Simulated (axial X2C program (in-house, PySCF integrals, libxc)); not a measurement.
**NbLi⁺: bond curves with and without spin–orbit coupling**

Aim: find the lowest determinant of NbLi⁺, scan the bond at several levels and fit the constants, once spin-free and once with spin–orbit coupling.

The runs use an in-house X2C program for linear molecules on PySCF integrals; all-electron X2C, Nb dyall-cv3z, Li dyall-cv3z.

All values are calculated.

## (1) Input

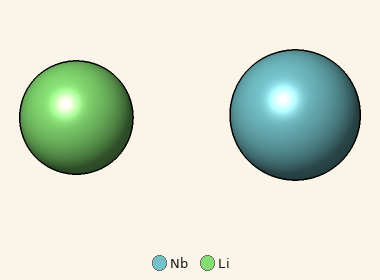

The two atoms at 2.800 Å (niobium teal, lithium green).

The input, task.json:

```json
{"zs": [41, 3], "q": 1, "bas": ["dyall-cv3z", "dyall-cv3z"], "levels": ["PBE0", "HF", "r2SCAN"], "cc": true, "r0": 2.8, "thr": -2.0, "nmax": 90, "npts": 10, "nst": 2, "ntry": 6}
```

Keys: zs atomic numbers; q charge; bas basis sets; levels methods (HF also brings MP2); cc coupled cluster on or off; r0 starting distance in Å; thr threshold in hartree for freezing inner shells (an s shell follows its p shell); nmax most natural virtual spinors; npts points asked for on the curve; nst determinants followed; ntry starts of the search.

Run with:

```sh
python so2c.py task.json out
```

Spin-free means the one-electron spin-free X2C Hamiltonian; two-component (2c) means X2C with spin–orbit coupling and atomic mean-field two-electron Coulomb and Gaunt terms. Basis: Nb dyall-cv3z contracted to [11s12p9d5f3g], Li dyall-cv3z contracted to [7s8p2d]; Gaussian nuclei, density fitting. Masses: Nb 92.906 u, Li 7.016 u.

Notation: σ, π±, δ± give the projection m of an orbital's angular momentum (0, ±1, ±2), α and β its spin, Λ and M_S the sums; ω is the projection of a spinor's total angular momentum and Ω the sum. Logs are in hartree.

The results follow Hamiltonian by Hamiltonian and level by level.

## (2) Which state to follow

PBE0 moves the distance from 2.800 Å to 2.906 Å and compares determinants there.

Spin-free determinants:

```tsv
ΔE (eV)	state	open shells
0.00	M_S = 5/2, Λ = 2	beyond closed shells: 2 × σα, π+α, π-α, δ+α
0.05	M_S = 5/2, Λ = 0	beyond closed shells: σα, π+α, π-α, δ+α, δ-α
0.20	M_S = 5/2, Λ = 1	beyond closed shells: 2 × σα, π+α, δ+α, δ-α
0.63	M_S = 3/2, Λ = 0	beyond closed shells: σα, δ+α, δ-α
0.88	M_S = 3/2, Λ = 3	beyond closed shells: σα, π+α, δ+α
1.00	M_S = 3/2, Λ = 1	beyond closed shells: σα, π-α, δ+α
1.37	M_S = 3/2, Λ = 0	beyond closed shells: σα, π+α, π-α
```

Two-component determinants:

| ΔE (eV) | state | open shells |
| --- | --- | --- |
| 0.00 | Ω = 1/2 | excess of +ω over −ω: ω = 1/2 |
| 0.11 | Ω = 5/2 | excess of +ω over −ω: ω = 5/2 |
| 0.12 | Ω = 9/2 | excess of +ω over −ω: ω = 1/2, ω = 3/2, ω = 5/2 |
| 0.23 | Ω = 3/2 | excess of +ω over −ω: ω = 1/2, ω = -3/2, ω = 5/2 |
| 0.29 | Ω = 7/2 | excess of +ω over −ω: 2 × ω = 1/2, ω = 5/2 |
| 0.85 | Ω = 3/2 | excess of +ω over −ω: ω = 3/2 |
| 1.54 | Ω = 1/2 | excess of +ω over −ω: 2 × ω = -1/2, ω = 3/2 |

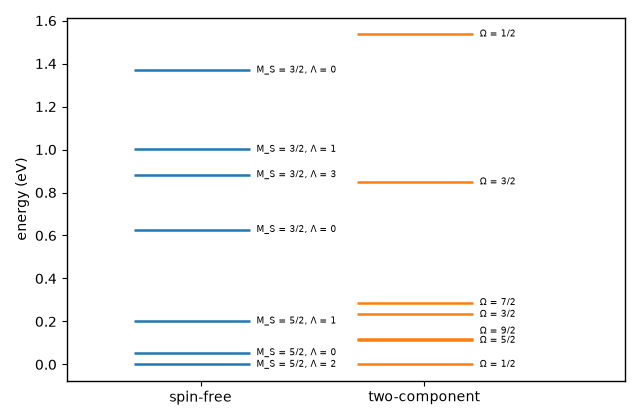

The determinants found, each set from its own lowest.

## (3) PBE0, spin-free

State followed: M_S = 5/2, Λ = 2 (beyond closed shells: 2 × σα, π+α, π-α, δ+α). The scan is laid around 2.906 Å, a first estimate of the minimum, and this SCF restarts from the orbitals of the search.

The SCF at the reference distance of 2.906 Å:

```text
spin-free X2C-1e  PBE0
basis functions 195  fitting functions 888  grid points 5086
iter        total energy     max residual
   1      -3826.376124036     1.06e-05
   2      -3826.376124044     7.43e-06
   3      -3826.376124046     3.97e-06
   4      -3826.376124048     1.78e-06
converged
one-electron -5317.68842873  Coulomb 1590.25832056  exact exchange -29.87758452  xc functional -91.46650326  nuclear repulsion 22.39807190
```

Along the bond, energies from the lowest point:

```
R (Å)  E (eV)  μ (D)  HOMO (eV)  LUMO (eV)  iterations
2.528  0.1352   5.38     -10.06      -7.57          10
2.644  0.0581   5.85      -9.93      -7.44          10
2.732  0.0238   6.20      -9.84      -7.35          10
2.819  0.0056   6.56      -9.75      -7.26          10
2.906  0.0000   6.92      -9.66      -7.18           4
3.008  0.0066   7.34      -9.57      -7.09          11
3.109  0.0240   7.77      -9.48      -7.00          11
3.240  0.0580   8.31      -9.38      -6.90          11
3.400  0.1121   8.99      -9.25      -6.78          11
3.632  0.2042   9.98      -9.09      -6.62          11
```

Dipoles are positive if Li is the positive end and refer to the centre of mass.

Outer orbitals at the reference distance:

| symmetry | occupied | ε (eV) | atomic character |
| --- | --- | --- | --- |
| σα | yes | -10.72 | 33% Nb d, 28% Nb s, 18% Li s |
| δ+α | yes | -10.14 | 100% Nb d |
| π+α | yes | -10.10 | 96% Nb d, 2% Li p |
| π-α | yes | -9.99 | 95% Nb d, 3% Li p |
| σα | yes | -9.66 | 59% Nb d, 31% Nb s, 5% Li p |
| δ-α | no | -7.18 | 100% Nb d |
| σβ | no | -6.41 | 48% Nb s, 30% Li s, 12% Li p |
| σα | no | -5.90 | 50% Nb p, 26% Li s, 12% Nb s |
| π+α | no | -5.30 | 61% Nb p, 33% Li p, 3% Nb d |

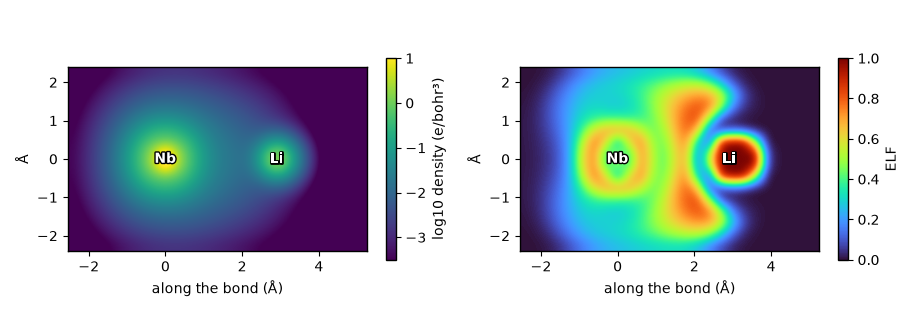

PBE0 fields in a plane through the axis, from a grid of 0.3 Å; Nb lies at z = 0 and Li at z = 2.906 Å; the ELF is damped to zero where the density is low.

Re = 2.905 Å, ωe = 238.2 cm⁻¹, ωexe = 1.84 cm⁻¹, Be = 0.3062 cm⁻¹, De = 0.996 eV, μ = 6.91 D.

## (4) HF, spin-free

Output at 2.906 Å:

```text
spin-free X2C-1e  HF
basis functions 195  fitting functions 888  grid points 5086
iter        total energy     max residual
   1      -3824.542374354     3.20e-01
   2      -3824.558133699     4.08e-03
   3      -3824.558870022     1.49e-03
   4      -3824.559060554     8.17e-04
   5      -3824.559120261     5.39e-04
   6      -3824.559157248     2.27e-04
   7      -3824.559165514     1.50e-04
   8      -3824.559167448     9.18e-05
   9      -3824.559167757     5.43e-05
  10      -3824.559167923     2.76e-05
  11      -3824.559168004     1.41e-05
  12      -3824.559168037     4.91e-06
  13      -3824.559168041     1.28e-06
  14      -3824.559168041     2.10e-07
converged
one-electron -5317.44878274  Coulomb 1590.06804956  exact exchange -119.57650676  xc functional 0.00000000  nuclear repulsion 22.39807190
```

Re = 2.991 Å, ωe = 234.0 cm⁻¹, ωexe = 1.22 cm⁻¹, Be = 0.2889 cm⁻¹, De = 1.15 eV, μ = 6.53 D.

## (5) r2SCAN, spin-free

The SCF at the reference distance of 2.906 Å:

```text
spin-free X2C-1e  r2SCAN
basis functions 195  fitting functions 888  grid points 5086
iter        total energy     max residual
   1      -3826.702801957     1.06e-01
   2      -3826.704786250     2.49e-03
   3      -3826.704746652     3.30e-03
   4      -3826.704839019     5.04e-04
   5      -3826.704842802     2.29e-04
   6      -3826.704843869     4.83e-05
   7      -3826.704843903     1.25e-05
   8      -3826.704843909     2.14e-06
   9      -3826.704843910     6.43e-07
converged
one-electron -5317.44317422  Coulomb 1590.01257578  exact exchange 0.00000000  xc functional -121.67231736  nuclear repulsion 22.39807190
```

Re = 2.891 Å, ωe = 242.2 cm⁻¹, ωexe = 2.04 cm⁻¹, Be = 0.3091 cm⁻¹, De = 0.659 eV, μ = 7.06 D.

## (6) Correlated methods, spin-free

Correlated methods: 13 electrons correlated (frozen shells, counted by type: Nb 3 s, 2 p, 1 d; Li 1 s), 269 virtual spinors in MP2.

Output of the correlated part at 2.906 Å:

```text
correlated 13  virtual 269  natural virtual 90  E(MP2) -0.333306782  MP2 remainder -0.006549947
iter   CCSD correlation   residual
   1     -0.330243119   7.35e-02
   2     -0.335350208   2.67e-02
   3     -0.335869949   1.27e-02
   4     -0.335789233   4.96e-03
   5     -0.335823009   1.54e-03
   6     -0.335826828   7.23e-04
   7     -0.335828439   2.94e-04
   8     -0.335826730   9.78e-05
   9     -0.335827292   4.91e-05
  10     -0.335827131   2.27e-05
  11     -0.335827386   9.51e-06
  12     -0.335827364   2.75e-06
  13     -0.335827364   1.01e-06
(T) -0.010045294  T1 0.0229  D1 0.0784  max T2 0.039
```

T1 in the output is the amplitude norm over the root of the electron number; divide by √2 for the Lee–Taylor value.

Coupled cluster ran at too few distances for a curve.

MP2: Re = 2.894 Å, ωe = 255.7 cm⁻¹, Be = 0.3086 cm⁻¹, De = 1.08 eV.

## (7) A higher determinant, spin-free

State: M_S = 5/2, Λ = 0 (beyond closed shells: σα, π+α, π-α, δ+α, δ-α).

Output at the reference distance:

```text
spin-free X2C-1e  PBE0
basis functions 195  fitting functions 888  grid points 5086
iter        total energy     max residual
   1      -3826.374131754     4.42e-06
   2      -3826.374131757     1.93e-06
   3      -3826.374131757     1.42e-06
converged
one-electron -5318.62791184  Coulomb 1591.24469585  exact exchange -29.88729537  xc functional -91.50169231  nuclear repulsion 22.39807190
```

```
R (Å)  E above the lowest PBE0 point (eV)
2.528                               0.244
2.644                               0.147
2.732                               0.100
2.819                               0.070
2.906                               0.054
3.008                               0.050
3.109                               0.059
3.240                               0.082
3.400                               0.126
```

Re = 2.986 Å, ωe = 227.9 cm⁻¹, Be = 0.2899 cm⁻¹, μ = 6.88 D. Te = 0.05 eV.

## (8) The spin-free curves together

Energy (eV) of the followed determinant, spin-free, from each level's lowest point:

```csv
R (Å),PBE0,HF,MP2,r2SCAN
2.528,0.135,0.203,0.144,0.129
2.644,0.058,0.103,0.060,0.053
2.732,0.024,0.054,0.023,0.020
2.819,0.006,0.022,0.005,0.004
2.906,0.000,0.005,0.000,0.000
3.008,0.007,0.000,0.009,0.008
3.109,0.024,0.008,0.031,0.028
3.240,0.058,0.034,0.072,0.063
3.400,0.112,0.082,0.136,0.119
3.632,0.204,0.173,0.245,0.212
```

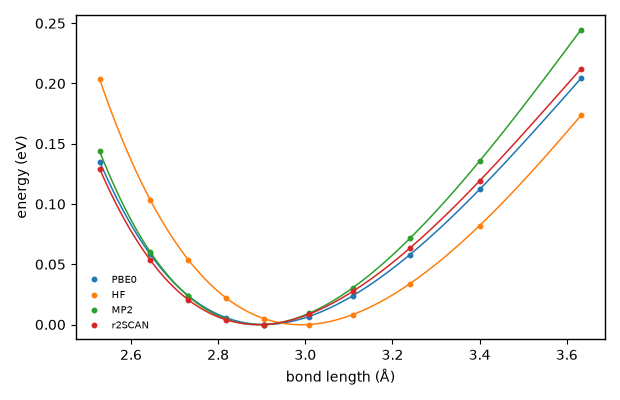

Curves of the followed state, spin-free, each from its own lowest point.

## (9) PBE0, 2c

State followed: Ω = 1/2 (excess of +ω over −ω: ω = 1/2). The scan is laid around 2.906 Å, a first estimate of the minimum, and this SCF restarts from the orbitals of the search.

The SCF at the reference distance of 2.906 Å:

```text
two-component X2C + atomic mean field  PBE0
basis functions 195  fitting functions 888  grid points 5086
iter        total energy     max residual
   1      -3824.886448540     3.13e-06
   2      -3824.886448541     1.76e-06
converged
one-electron -5313.76104701  Coulomb 1589.50831411  exact exchange -29.86359826  xc functional -91.42454372  nuclear repulsion 22.39807190  atomic mean-field constant -1.74364555
```

Along the bond, energies from the lowest point:

| R (Å) | E (eV) | μ (D) | HOMO (eV) | LUMO (eV) | iterations |
| --- | --- | --- | --- | --- | --- |
| 2.528 | 0.1348 | 5.38 | -10.05 | -7.51 | 10 |
| 2.644 | 0.0579 | 5.84 | -9.92 | -7.38 | 10 |
| 2.732 | 0.0237 | 6.19 | -9.83 | -7.29 | 10 |
| 2.819 | 0.0055 | 6.55 | -9.74 | -7.20 | 10 |
| 2.906 | 0.0000 | 6.91 | -9.66 | -7.12 | 2 |
| 3.008 | 0.0067 | 7.33 | -9.56 | -7.03 | 11 |
| 3.109 | 0.0241 | 7.76 | -9.48 | -6.94 | 11 |
| 3.240 | 0.0582 | 8.31 | -9.37 | -6.84 | 11 |
| 3.400 | 0.1123 | 8.98 | -9.25 | -6.72 | 11 |
| 3.632 | 0.2044 | 9.97 | -9.09 | -6.56 | 11 |

Dipoles are positive if Li is the positive end and refer to the centre of mass.

Outer spinors at the reference distance:

```csv
ω,occupied,ε (eV),atomic character,λ mixture
1/2,yes,-10.72,"33% Nb d, 28% Nb s, 18% Li s",100% σ
-3/2,yes,-10.20,100% Nb d,100% δ
-1/2,yes,-10.13,"96% Nb d, 2% Li p",100% π
3/2,yes,-9.95,"95% Nb d, 3% Li p",100% π
1/2,yes,-9.66,"59% Nb d, 31% Nb s, 5% Li p",100% σ
5/2,no,-7.12,100% Nb d,100% δ
-1/2,no,-6.43,"48% Nb s, 31% Li s, 12% Li p",100% σ
1/2,no,-5.89,"50% Nb p, 26% Li s, 12% Nb s",100% σ
-1/2,no,-5.33,"62% Nb p, 32% Li p, 3% Nb d",100% π
```

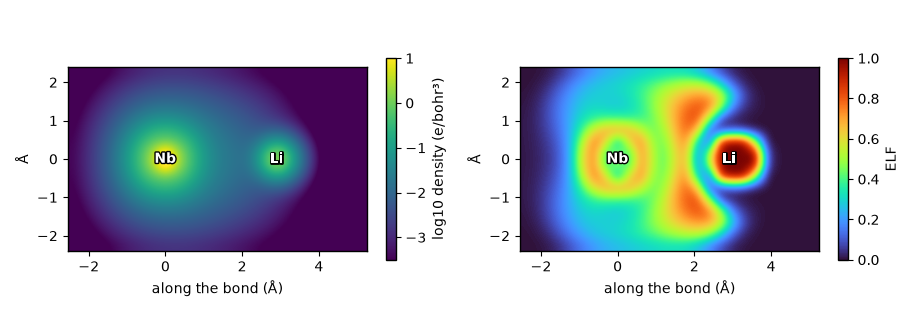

PBE0 fields in a plane through the axis, from a grid of 0.3 Å; Nb lies at z = 0 and Li at z = 2.906 Å; the ELF is damped to zero where the density is low.

Re = 2.905 Å, ωe = 238.2 cm⁻¹, ωexe = 1.84 cm⁻¹, Be = 0.3063 cm⁻¹, De = 1.05 eV, μ = 6.91 D.

## (10) HF, 2c

Output at 2.906 Å:

```text
two-component X2C + atomic mean field  HF
basis functions 195  fitting functions 888  grid points 5086
iter        total energy     max residual
   1      -3823.052699603     3.20e-01
   2      -3823.068485581     4.15e-03
   3      -3823.069225897     1.49e-03
   4      -3823.069417995     8.15e-04
   5      -3823.069478339     5.39e-04
   6      -3823.069516204     2.27e-04
   7      -3823.069525053     1.54e-04
   8      -3823.069527327     9.34e-05
   9      -3823.069527776     5.37e-05
  10      -3823.069528054     2.90e-05
  11      -3823.069528190     1.58e-05
  12      -3823.069528237     9.30e-06
  13      -3823.069528242     7.15e-06
  14      -3823.069528244     5.28e-06
  15      -3823.069528245     3.91e-06
  16      -3823.069528246     1.16e-06
converged
one-electron -5313.52276084  Coulomb 1589.31961468  exact exchange -119.52080844  xc functional 0.00000000  nuclear repulsion 22.39807190  atomic mean-field constant -1.74364555
```

Re = 2.991 Å, ωe = 233.9 cm⁻¹, ωexe = 1.22 cm⁻¹, Be = 0.2889 cm⁻¹, De = 1.20 eV, μ = 6.52 D.

## (11) r2SCAN, 2c

The SCF at the reference distance of 2.906 Å:

```text
two-component X2C + atomic mean field  r2SCAN
basis functions 195  fitting functions 888  grid points 5086
iter        total energy     max residual
   1      -3825.211230605     1.06e-01
   2      -3825.213270701     2.49e-03
   3      -3825.213228279     3.37e-03
   4      -3825.213325597     5.03e-04
   5      -3825.213329412     2.29e-04
   6      -3825.213330477     4.83e-05
   7      -3825.213330512     1.25e-05
   8      -3825.213330518     2.14e-06
   9      -3825.213330518     6.76e-07
converged
one-electron -5313.51348926  Coulomb 1589.26033444  exact exchange 0.00000000  xc functional -121.61460204  nuclear repulsion 22.39807190  atomic mean-field constant -1.74364555
```

Re = 2.891 Å, ωe = 242.2 cm⁻¹, ωexe = 2.04 cm⁻¹, Be = 0.3092 cm⁻¹, De = 0.720 eV, μ = 7.05 D.

## (12) Correlated methods, 2c

Correlated methods: 13 electrons correlated (frozen shells, counted by type: Nb 3 s, 2 p, 1 d; Li 1 s), 269 virtual spinors in MP2.

MP2: Re = 2.893 Å, ωe = 255.7 cm⁻¹, Be = 0.3087 cm⁻¹, De = 1.08 eV.

## (13) A higher determinant, 2c

State: Ω = 5/2 (excess of +ω over −ω: ω = 5/2).

Output at the reference distance:

```text
two-component X2C + atomic mean field  PBE0
basis functions 195  fitting functions 888  grid points 5086
iter        total energy     max residual
   1      -3824.882338009     9.55e-06
   2      -3824.882338017     5.84e-06
   3      -3824.882338020     3.76e-06
   4      -3824.882338022     1.43e-06
   5      -3824.882338022     8.22e-07
converged
one-electron -5314.66803429  Coulomb 1590.46343761  exact exchange -29.87317015  xc functional -91.45899755  nuclear repulsion 22.39807190  atomic mean-field constant -1.74364555
```

```
R (Å)  E above the lowest PBE0 point (eV)
2.528                               0.301
2.644                               0.204
2.732                               0.157
2.819                               0.128
2.906                               0.112
3.008                               0.108
3.109                               0.116
3.240                               0.140
3.400                               0.184
```

Re = 2.986 Å, ωe = 227.9 cm⁻¹, Be = 0.2899 cm⁻¹, μ = 6.88 D. Te = 0.11 eV.

## (14) The 2c curves together

Energy (eV) of the followed determinant, 2c, from each level's lowest point:

```
R (Å)   PBE0     HF    MP2  r2SCAN
2.528  0.135  0.203  0.143   0.129
2.644  0.058  0.103  0.060   0.053
2.732  0.024  0.054  0.023   0.020
2.819  0.006  0.022  0.005   0.004
2.906  0.000  0.005  0.000   0.000
3.008  0.007  0.000  0.009   0.009
3.109  0.024  0.008  0.031   0.028
3.240  0.058  0.034  0.072   0.064
3.400  0.112  0.082  0.136   0.119
3.632  0.204  0.173  0.245   0.212
```

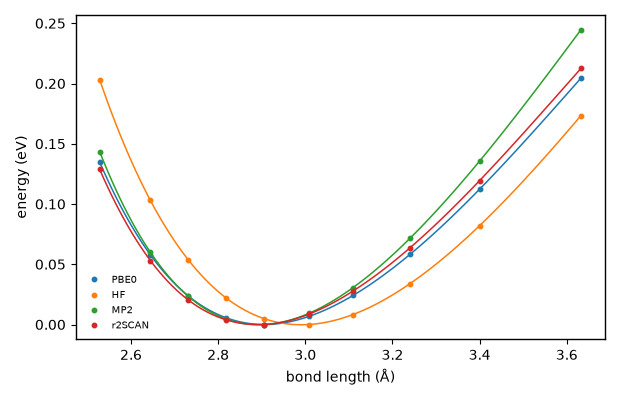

Curves of the followed state, 2c, each from its own lowest point.

Time for the job: 3.6 min (1 thread of Intel Xeon 6975P-C (Granite Rapids), shared host).

## (15) What came out

Lowest determinant that the search found at its distance, spin-free: M_S = 5/2, Λ = 2 (beyond closed shells: 2 × σα, π+α, π-α, δ+α).

Lowest determinant that the search found at its distance, 2c: Ω = 1/2 (excess of +ω over −ω: ω = 1/2).

| Hamiltonian | level | Re (Å) | ωe (cm⁻¹) | De (eV) | μ (D) |
| --- | --- | --- | --- | --- | --- |
| spin-free | PBE0 | 2.905 | 238.2 | 0.996 | 6.91 |
| spin-free | HF | 2.991 | 234.0 | 1.15 | 6.53 |
| spin-free | MP2 | 2.894 | 255.7 | 1.08 | n/a |
| spin-free | r2SCAN | 2.891 | 242.2 | 0.659 | 7.06 |
| 2c | PBE0 | 2.905 | 238.2 | 1.05 | 6.91 |
| 2c | HF | 2.991 | 233.9 | 1.20 | 6.52 |
| 2c | MP2 | 2.893 | 255.7 | 1.08 | n/a |
| 2c | r2SCAN | 2.891 | 242.2 | 0.720 | 7.05 |

Dipoles are positive if Li is the positive end and refer to the centre of mass.

Time per point (s) on 1 thread of Intel Xeon 6975P-C (Granite Rapids), shared host (2c runs); the times are rough: PBE0 0.79, HF 0.56, MP2 0.78, r2SCAN 0.92.

What this shows: At MP2, going from spin-free to two-component changes Re by 0 mÅ, ωe by 0.0 %; the spin-free picture holds up (part of it comes from the scalar share of the two-electron terms). De moves by 0.00 eV; both De rest on single-determinant atoms, which can miss part of an open shell's spin–orbit lowering.

De refers to Nb + Li+, each in the lowest determinant found, which need not be this curve's own limit. The state is a single determinant with fixed occupations, the lowest that a limited PBE0 search found. Dissociation energies refer to the lowest single-determinant-based atoms at the same level and basis. Density functionals use the spin component along the axis (collinear). The meta-GGAs lack a current-density term, which matters for open shells with orbital currents, atoms included. With several unpaired electrons one determinant need not be a pure state. At some level an empty orbital lies below a filled one.
